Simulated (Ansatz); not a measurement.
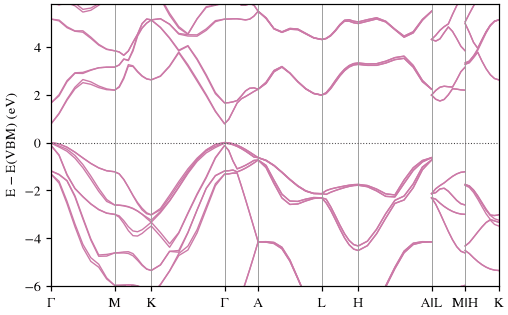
Figure. Band structure from the program Ansatz at the PBE with spin–orbit coupling level (PAW)

Task: Read off the gap and where the band edges lie.

Result: About 0.8 eV (0.78 eV by a search for the band edges); maximum at Γ, minimum at Γ.

The material is SnC (wurtzite, P6_3mc).

The start of the workflow was typed in or built on a structure type; neither database checked (COD, Materials Project) lists it. Its standing as an ambient phase is unchecked. Symmetry was held in the PBE relaxation; its stability against distortions is not shown here. Its formation energy is positive at this level, so the cell may be metastable or incomplete.

Potentials: the earlier of the program's two PAW sets.
